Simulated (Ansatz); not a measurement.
**CH5F2NSi: molecular dynamics (part 3 of 3)**

The same run, continued: CH5F2NSi; RKS B3LYP/def2-SVP (Ansatz 0.2.0). It belongs to a series of runs on one base structure; here: dynamics from the highest image of the converged band.

Geometry of the input (Å):
```
F  -1.3740  -1.9316  -0.4607
C  -0.6349  -1.0553  0.2651
F  0.4284  -1.7183  0.7779
N  -0.1650  -0.0063  -0.5748
Si 1.1346  1.3863  -0.0651
H  -1.2539  -0.7027  1.1145
H  -0.8211  0.2374  -1.3161
H  1.3784  0.9577  1.3500
H  0.3062  2.6408  0.0349
H  1.0843  0.1409  -1.1230
```

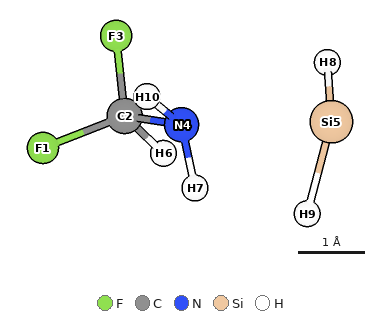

*The geometry at step 89 of the log (ball-and-stick view, seen at a tilt; atoms are numbered from 1 in the order of the input).*

## The program's output, continued
```
md step   199: t =    99.50 fs  T =   886.5 K  F+E_penalty+E_count = -15909.75132085 eV  E_kin = 0.916729 eV  conserved = -15908.83459221 eV  (29 SCF iters)
these checks for a lower state are left out or cut short: starts, cluster_reference, orbital_swaps, neighbouring_geometries, increment
1061 factors; integrals over basis functions are off by at most 8.6e-4 eV
mean field -15909.75554436 eV, -584.6727322357 hartree, gradient 9.5e-6 eV, S^2 0.000000; 0 other end points of the search recorded, 0 dependent functions left out
the calculation of the forces begins
reference -15909.75577443 eV, -584.6727406905 hartree; 25, 25 occupied and 74, 74 virtual orbitals, 1061 factors
1061 factors; integrals over basis functions are off by at most 8.6e-4 eV
mean field -15909.75554436 eV, -584.6727322357 hartree, gradient 9.5e-6 eV, S^2 0.000000; 1 other end points of the search recorded, 0 dependent functions left out
the calculation of the forces begins
reference -15909.75577443 eV, -584.6727406905 hartree; 25, 25 occupied and 74, 74 virtual orbitals, 1061 factors
md step   200: t =   100.00 fs  T =   890.4 K  F+E_penalty+E_count = -15909.75554436 eV  E_kin = 0.920716 eV  conserved = -15908.83482880 eV  (28 SCF iters)
```

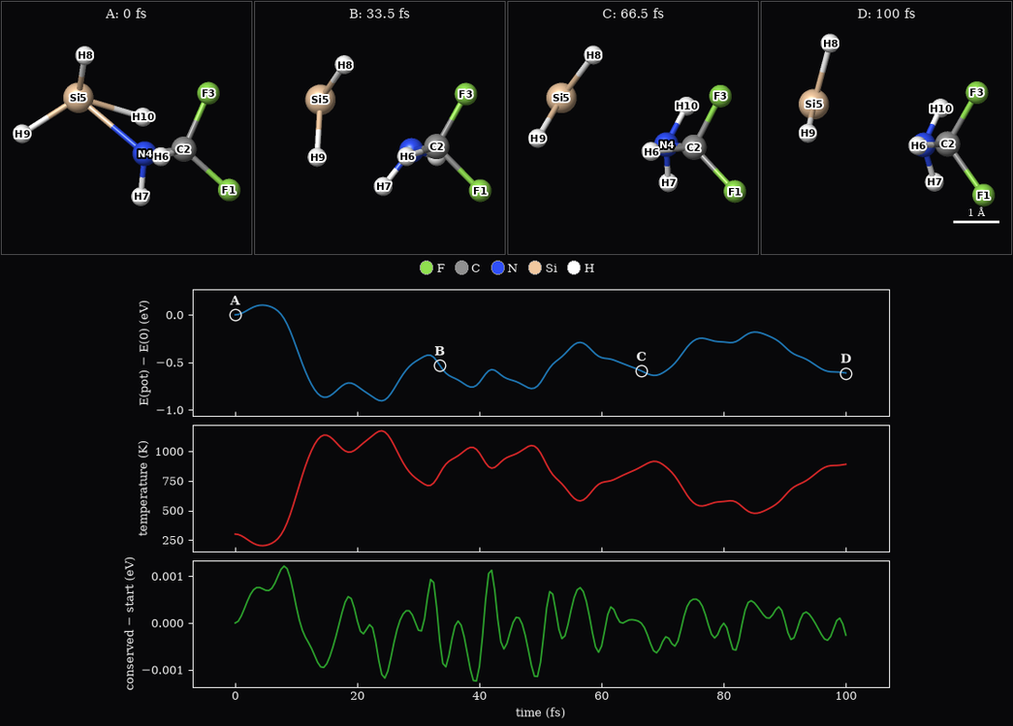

*Frames of the molecular dynamics (ball-and-stick, seen at a tilt) above the curves, on which the letters mark them.*

The trajectory kept here has 201 frames over 100 fs. The temperature starts at 300 K, ranges from 202 to 1173 K and averages 707 K over the second half. The potential energy ends 0.611 eV below its first value. The conserved quantity stays within 0.0025 eV. After an unweighted best fit of the last frame on the first, the root-mean-square displacement is 0.65 Å, and H9 has moved furthest (1.20 Å).

```
Total energy: -15909.75577443 eV, -584.6727406905 hartree
Atom 0 at    -1.623285    -1.780411    -0.323581 Å, force     0.938140    -0.300566     0.193038 eV/Å
Atom 1 at    -0.486747    -1.164383     0.196301 Å, force    -2.968588    -0.241269     1.906635 eV/Å
Atom 2 at     0.354607    -2.037452     0.786754 Å, force     0.682163    -0.782239    -1.259685 eV/Å
Atom 3 at     0.091298    -0.407895    -0.837045 Å, force     0.811164     0.882762     0.425761 eV/Å
Atom 4 at     1.125916     1.827218    -0.016918 Å, force    -0.555542    -0.128734    -0.039930 eV/Å
Atom 5 at    -0.853876    -0.679244     1.118672 Å, force    -0.197277     1.119999    -0.689229 eV/Å
Atom 6 at    -0.423602    -0.403674    -1.726179 Å, force    -0.065077     0.012201     0.496415 eV/Å
Atom 7 at     2.039838     1.142595     1.014856 Å, force    -0.041575    -0.287644    -0.137715 eV/Å
Atom 8 at    -0.048474     1.803098     0.997359 Å, force     0.141231     0.062979    -0.219640 eV/Å
Atom 9 at     0.984760    -0.826797    -0.973977 Å, force     1.255363    -0.337491    -0.675650 eV/Å
Dipole moment:    -0.069856    -0.310029    -0.317108 e Å
```

## Trajectory as extended XYZ (Å, eV, eV/Å), 10 of the 201 frames kept, from step=0 to step=200
```
10
Properties=species:S:1:pos:R:3:forces:R:3 step=0 time_fs=0.0 energy=-15909.14479 temperature=300.0
F    -1.3740   -1.9316   -0.4608    0.0001  -0.0004   0.0007
C    -0.6349   -1.0553    0.2651    0.0008  -0.0001  -0.0003
F     0.4284   -1.7183    0.7779   -0.0003   0.0005  -0.0006
N    -0.1650   -0.0063   -0.5748    0.0007  -0.0008  -0.0036
Si    1.1346    1.3863   -0.0651    0.0015   0.0010   0.0023
H    -1.2539   -0.7027    1.1145   -0.0004   0.0003  -0.0003
H    -0.8211    0.2374   -1.3161   -0.0014   0.0002   0.0010
H     1.3784    0.9577    1.3500    0.0005   0.0002  -0.0001
H     0.3062    2.6408    0.0349   -0.0003  -0.0001  -0.0006
H     1.0843    0.1409   -1.1230   -0.0011  -0.0008   0.0014
10
Properties=species:S:1:pos:R:3:forces:R:3 step=22 time_fs=11.0 energy=-15909.65923 temperature=797.3
F    -1.4014   -1.8883   -0.4680    0.6426   0.1427   0.4220
C    -0.5845   -1.0611    0.2724   -0.9553  -0.6975   0.4431
F     0.4312   -1.7599    0.7978   -0.2115   0.0757  -0.4078
N    -0.1028   -0.0254   -0.5902   -0.4216  -0.3084  -1.3711
Si    1.1091    1.4116   -0.0731    1.9876   1.8752   0.4630
H    -1.1975   -0.6343    1.0880    0.1214  -0.0060  -0.0401
H    -0.7757    0.1018   -1.3635   -0.0553   0.4158   0.4679
H     1.2993    0.9436    1.3724   -0.3247  -0.1310  -0.2082
H     0.3000    2.6603    0.2044   -0.6476  -0.2061   0.1378
H     0.7763   -0.1967   -1.1294   -0.1357  -1.1605   0.0934
10
Properties=species:S:1:pos:R:3:forces:R:3 step=44 time_fs=22.0 energy=-15909.98427 temperature=1111.8
F    -1.4008   -1.8461   -0.4537   -0.6666  -0.9848   0.5299
C    -0.6177   -1.0862    0.3202    0.8932   1.6917  -0.0039
F     0.4235   -1.8003    0.7954   -0.6861  -0.0032  -0.2911
N    -0.0380   -0.1158   -0.6797   -1.6512  -0.1276   1.3731
Si    1.1407    1.5022   -0.0646   -0.5395   0.1066   0.6657
H    -1.1436   -0.5910    1.1599   -0.0950  -0.1988  -0.3116
H    -0.8343    0.2848   -1.2108    0.3616  -0.2476   0.2706
H     1.0354    0.7778    1.2853    0.4964   0.1462   0.1068
H    -0.1847    2.2906    0.3761    0.4383  -0.4215  -0.5357
H     0.2785   -0.8917   -1.2238    1.4490   0.0389  -1.8039
10
Properties=species:S:1:pos:R:3:forces:R:3 step=67 time_fs=33.5 energy=-15909.67564 temperature=813.0
F    -1.4370   -1.8557   -0.3985   -0.9360  -0.7403   0.7366
C    -0.5730   -1.0439    0.2948   -0.1340  -1.6662  -1.5919
F     0.3774   -1.8405    0.7845    0.0664  -0.1136   0.7810
N    -0.0080   -0.2718   -0.7535    0.1001   3.5621   1.5494
Si    1.1596    1.6007   -0.0311   -0.5904  -0.9932   0.0031
H    -1.1675   -0.5108    1.0952    0.9427  -0.0294  -0.7388
H    -0.7196    0.4317   -0.9354   -0.0622   0.0863  -0.5185
H     1.2428    0.7849    1.2694    0.1844   0.2848   0.0713
H    -0.3695    1.6906    0.1421    0.0673   1.2045   0.5206
H     0.2419   -0.6680   -1.6254    0.3618  -1.5949  -0.8129
10
Properties=species:S:1:pos:R:3:forces:R:3 step=89 time_fs=44.5 energy=-15909.81466 temperature=947.4
F    -1.5217   -1.9062   -0.3066    0.3894   0.2986  -0.4111
C    -0.5137   -1.1075    0.1350   -1.5911   1.8728   3.1765
F     0.3379   -1.8900    0.8081    0.7297  -0.2449  -0.8308
N     0.0538   -0.2475   -0.8282    1.3447  -1.7523  -1.0499
Si    1.1554    1.6607    0.0018    0.1483   0.2530  -0.7342
H    -0.8523   -0.3328    0.8689   -0.8331  -0.9037   0.1352
H    -0.6149    0.4479   -1.1277   -0.6316  -0.0572  -0.3782
H     1.6193    1.0737    1.3371   -0.5453  -0.1864   0.0675
H    -0.3438    2.0642    0.3162    0.5478  -0.4145   0.2658
H     0.3129   -0.8922   -1.6011    0.4413   1.1345  -0.2406
10
Properties=species:S:1:pos:R:3:forces:R:3 step=111 time_fs=55.5 energy=-15909.45753 temperature=603.0
F    -1.5883   -1.9446   -0.2372    0.9728   0.6327  -0.9534
C    -0.5604   -1.1075    0.1563    0.6025  -1.1598   0.2071
F     0.3338   -1.9432    0.7928   -0.6141   1.4911  -0.9966
N     0.1463   -0.2558   -0.9478   -0.5352  -1.2563   1.5349
Si    1.1599    1.7244    0.0109    0.5021   0.0650   0.0658
H    -1.1080   -0.4675    0.8988    1.1240   0.3202  -0.5572
H    -0.6367    0.1035   -1.4805   -0.2297   0.4831  -0.4057
H     1.5396    1.1714    1.4098    0.1976  -0.4846  -0.4250
H    -0.0381    2.2656    0.7783   -0.6947  -0.0574  -0.3683
H     0.8425   -0.6449   -1.6780   -1.3253  -0.0339   1.8985
10
Properties=species:S:1:pos:R:3:forces:R:3 step=133 time_fs=66.5 energy=-15909.73416 temperature=869.9
F    -1.6009   -1.9420   -0.2164    0.3064   0.7446  -0.3424
C    -0.5681   -1.1569    0.1749   -0.6688   2.8986  -1.0788
F     0.3158   -1.9331    0.7273    1.3594  -0.8411   0.4958
N     0.1170   -0.3209   -0.9195    1.1785  -1.2385   0.5107
Si    1.1733    1.7928    0.0200   -0.3548  -0.6513  -0.0348
H    -0.8436   -0.3162    0.8515   -0.7752  -1.0002   0.3226
H    -0.3803   -0.1339   -1.8188    0.2884  -0.5303   0.9041
H     1.5687    0.7942    1.1367   -0.0008   0.1643  -0.1308
H    -0.0992    2.2309    0.8019    0.0754  -0.2347  -0.2252
H     1.0539   -0.8007   -1.0676   -1.4087   0.6885  -0.4212
10
Properties=species:S:1:pos:R:3:forces:R:3 step=156 time_fs=78.0 energy=-15909.41387 temperature=560.0
F    -1.5969   -1.8968   -0.2330   -0.6915  -0.1401  -1.4387
C    -0.6122   -1.0774    0.1589    0.0063  -2.5563   3.0742
F     0.3541   -1.9468    0.6774   -0.3310   0.0384   0.8857
N     0.1033   -0.4245   -0.8215    0.2984   1.1563  -3.3082
Si    1.1798    1.8381    0.0251   -0.7012  -0.3965  -0.6962
H    -1.0865   -0.5778    1.0287    0.7371   0.8900  -0.4136
H    -0.2677   -0.6578   -1.7854    0.1624   0.6178   1.2352
H     1.6263    0.5853    0.7482    0.0947   0.1767   0.7147
H    -0.2480    1.9516    0.6367    0.4521  -0.1085   0.2133
H     1.0156   -0.8909   -0.7827   -0.0274   0.3223  -0.2664
10
Properties=species:S:1:pos:R:3:forces:R:3 step=178 time_fs=89.0 energy=-15909.42422 temperature=570.5
F    -1.6230   -1.8489   -0.3074    0.4984   0.5110   1.3843
C    -0.6097   -1.1358    0.3002    1.9963   0.7399  -3.8161
F     0.3766   -1.9712    0.6888   -1.0529  -0.6342   1.7886
N     0.1135   -0.4398   -0.8395   -2.3763   0.6225  -0.1198
Si    1.1650    1.8535    0.0050   -0.3109  -1.2774   0.0105
H    -0.9420   -0.3397    1.0014   -0.1385  -1.0144   0.3785
H    -0.3707   -0.8039   -1.6926    0.5590   0.8303   0.4806
H     1.7481    0.7333    0.9461    0.1160   0.4131  -0.3150
H    -0.1320    1.6521    0.7638   -0.3230   0.4661   0.2369
H     1.0432   -0.7930   -0.8592    1.0320  -0.6569  -0.0285
10
Properties=species:S:1:pos:R:3:forces:R:3 step=200 time_fs=100.0 energy=-15909.75554 temperature=890.4
F    -1.6233   -1.7804   -0.3236    0.9381  -0.3006   0.1930
C    -0.4867   -1.1644    0.1963   -2.9686  -0.2413   1.9066
F     0.3546   -2.0375    0.7868    0.6822  -0.7822  -1.2597
N     0.0913   -0.4079   -0.8370    0.8112   0.8828   0.4258
Si    1.1259    1.8272   -0.0169   -0.5555  -0.1287  -0.0399
H    -0.8539   -0.6792    1.1187   -0.1973   1.1200  -0.6892
H    -0.4236   -0.4037   -1.7262   -0.0651   0.0122   0.4964
H     2.0398    1.1426    1.0149   -0.0416  -0.2876  -0.1377
H    -0.0485    1.8031    0.9974    0.1412   0.0630  -0.2196
H     0.9848   -0.8268   -0.9740    1.2554  -0.3375  -0.6756
```

## Key numbers

- outcome: finished
- mean temperature over the second half: 707 K
- trajectory: 200 steps, 100 fs
- ensemble: nve
- temperature in the input: 300.0 K
- time step: 0.5 fs
- potential energy (last step): −15909.7558 eV
- mean-field energy (last step): −15909.7558 eV
- largest force (length of the vector) (last step): 3.536 eV/Å
- wall time: 3.5 min (CPU time 6.8 min)
- peak memory: 0.22 GiB

## Remarks

So short a trajectory is not equilibrated.
